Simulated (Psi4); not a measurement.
# B3LYP/6-31G(d) (Cartesian functions) run of SiHBrO (SMILES O[Si]Br)

Aim: the vertical singlet–triplet gap of SiHBrO at B3LYP/6-31G* (Cartesian functions), from 2 runs. 

The results are computed with Psi4 1.11.

1 further run of the same task is left out (set aside as unsound or not needed).

## (1) Starting point

SiHBrO has 4 atoms, charge 0, and is taken as a singlet. As SMILES, `O[Si]Br`. Geometry: relaxed at PBE0-D4/def2-TZVP.

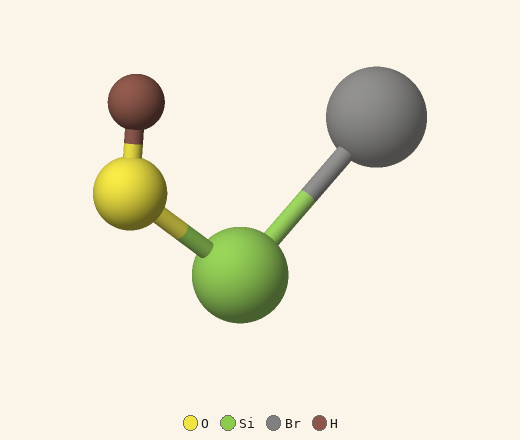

The structure, seen from a chosen angle (oxygen yellow, silicon green, bromine grey, hydrogen brown).

## (2) Energy and forces at B3LYP/6-31G(d) (Cartesian functions)

The input, input.dat:

```
memory 1.6 GB

molecule {
  0 1
  O
  Si 1 R2
  Br 2 R3 1 A3
  H 1 R4 2 A4 3 D4

  R2 = 1.635526
  R3 = 2.28935
  A3 = 101.23745
  R4 = 0.962708
  A4 = 120.67058
  D4 = 0.01005
  symmetry c1
  no_reorient
  no_com
}

set {
  basis                6-31G*
  reference            rks
  puream               false
  e_convergence        1e-09
  d_convergence        1e-08
  scf_type             pk
  dft_radial_points    99
  dft_spherical_points 590
}

energy_value, wavefunction = gradient("b3lyp", return_wfn=True)
```

Launch:

```bash
$ psi4 -n 1 input.dat output.dat
```

output.dat (excerpt; [...] marks lines left out):

```text
[...]
  Running in c1 symmetry.
[...]
  Nuclear repulsion =  211.840037672564478
[...]
  Multiplicity = 1
[...]
  Nalpha       = 29
  Nbeta        = 29
[...]
    Number of basis functions: 71
[...]
   @RKS iter   1: -2938.76048224699571   -1.36974e+00   2.48128e-02 ADIIS/DIIS
[...]
   @RKS iter  12: -2939.25841905196739   -4.54747e-13   3.27737e-09 DIIS
[...]
    Orbital Energies [Eh]
    ---------------------
    Doubly Occupied:
       1A   -482.852382     2A    -66.197174     3A    -62.511975
       4A    -56.331390     5A    -56.330256     6A    -56.329789
       7A    -19.190967     8A     -8.699541     9A     -6.524893
      10A     -6.520108    11A     -6.518627    12A     -5.339443
      13A     -3.699646    14A     -3.698093    15A     -3.693812
      16A     -2.619574    17A     -2.618350    18A     -2.617203
      19A     -2.613379    20A     -2.613311    21A     -1.040295
      22A     -0.774410    23A     -0.585206    24A     -0.454007
      25A     -0.383434    26A     -0.377243    27A     -0.307933
      28A     -0.304168    29A     -0.268641
[...]
  @RKS Final Energy: -2939.25841905196739
   => Energetics <=
    Nuclear Repulsion Energy =            211.8400376725644776
    One-Electron Energy =               -4509.4659895080831120
    Two-Electron Energy =                1455.8831053017327122
    DFT Exchange-Correlation Energy =     -97.5155725181820117
    Empirical Dispersion Energy =           0.0000000000000000
    VV10 Nonlocal Energy =                  0.0000000000000000
    Total Energy =                      -2939.2584190519673939
[...]
 Multipole Moments:
 ------------------------------------------------------------------------------------
     Multipole            Electronic (a.u.)      Nuclear  (a.u.)        Total (a.u.)
 ------------------------------------------------------------------------------------
 L = 1.  Multiply by 2.5417464519 to convert [e a0] to [Debye]
 Dipole X            :          0.0000352           -0.0001450           -0.0001098
 Dipole Y            :         -7.2875555            7.4216220            0.1340664
 Dipole Z            :          4.8575722           -5.3450119           -0.4874397
 Magnitude           :                                                    0.5055406
[...]
  -Total Gradient:
     Atom            X                  Y                   Z
    ------   -----------------  -----------------  -----------------
       1        0.000002370080    -0.007232967319     0.007700444049
       2       -0.000002058287    -0.008227942771    -0.011176210077
       3        0.000000937842     0.008137639732    -0.001981398880
       4       -0.000001261360     0.007320910236     0.005459656365
[...]
```

Run time: 7.5 s. Hardware: 1 thread of Intel Xeon 6975P-C (Granite Rapids), shared host; peak memory 0.6 GiB.

## (3) The triplet, same level

The input, calc.dat:

```
memory 1600 mb

molecule m {
  0 3
  O     -0.885200     0.465100    -0.454500
  Si    -0.590500    -0.799600     0.539800
  Br     1.692600    -0.725200     0.691600
  H     -0.161400     0.999400    -0.797200
  symmetry c1
}

set basis 6-31G*
set reference uks
set puream false
set e_convergence 1e-09
set d_convergence 1e-08
set scf_type pk
set dft_radial_points 99
set dft_spherical_points 590
set maxiter 200

energy_value, wavefunction = gradient('b3lyp', return_wfn=True)
print_variables()
```

Launch:

```bash
$ psi4 -n 1 calc.dat calc.out
```

calc.out (excerpt; [...] marks lines left out):

```text
[...]
  Running in c1 symmetry.
[...]
  Nuclear repulsion =  211.840014137076139
[...]
  Multiplicity = 3
[...]
  Nalpha       = 30
  Nbeta        = 28
[...]
    Number of basis functions: 71
[...]
   @UKS iter   1: -2938.66633567928238   -1.27559e+00   2.45933e-02 DIIS/ADIIS
[...]
   @UKS iter  14: -2939.14679678554512   -1.81899e-12   5.00529e-09 DIIS
[...]
   @S^2 Observed:                2.002599879E+00
[...]
  @UKS Final Energy: -2939.14679678554512
   => Energetics <=
    Nuclear Repulsion Energy =            211.8400141370761389
    One-Electron Energy =               -4508.9060281807851425
    Two-Electron Energy =                1455.4414122890934777
    DFT Exchange-Correlation Energy =     -97.5221950309291685
    Empirical Dispersion Energy =           0.0000000000000000
    VV10 Nonlocal Energy =                  0.0000000000000000
    Total Energy =                      -2939.1467967855451207
[...]
 Multipole Moments:
 ------------------------------------------------------------------------------------
     Multipole            Electronic (a.u.)      Nuclear  (a.u.)        Total (a.u.)
 ------------------------------------------------------------------------------------
 L = 1.  Multiply by 2.5417464519 to convert [e a0] to [Debye]
 Dipole X            :          8.0977313           -8.2434265           -0.1456952
 Dipole Y            :         -2.6708080            2.7469021            0.0760941
 Dipole Z            :          2.7832211           -2.8548365           -0.0716154
 Magnitude           :                                                    0.1792936
[...]
  -Total Gradient:
     Atom            X                  Y                   Z
    ------   -----------------  -----------------  -----------------
       1        0.027036905764    -0.013559811892     0.012837033824
       2       -0.021136273757     0.003037650613    -0.004252423961
       3       -0.001552842192     0.009589458692    -0.007478156713
       4       -0.004345570656     0.000931346234    -0.001105226966
[...]
```

Wall time 11 s (1 thread of Intel Xeon 6975P-C (Granite Rapids), shared host); peak memory 0.61 GiB.

## (4) Outcome

At B3LYP/6-31G* (Cartesian functions):

| quantity | value |
| --- | --- |
| singlet: total energy | -2939.25842 Eh |
| singlet: dipole moment | 1.28 D |
| singlet: HOMO energy | -7.31 eV |
| singlet: LUMO energy | -2.27 eV |
| singlet: HOMO–LUMO gap | 5.04 eV |
| singlet: largest force on an atom | 0.714 eV/Å |
| triplet: total energy | -2939.14680 Eh |
| triplet: dipole moment | 0.46 D |
| triplet: HOMO energy (highest over α and β) | -4.35 eV |
| triplet: ⟨S²⟩ | 2.003 |
| triplet: largest force on an atom | 1.690 eV/Å |
| vertical energy of the triplet above the singlet | 3.037 eV |

In words: At this shape the triplet lies 3.04 eV (293 kJ/mol) above the singlet. The largest force (singlet) is 0.71 eV/Å: the shape isn't a stationary point for this species at this level.
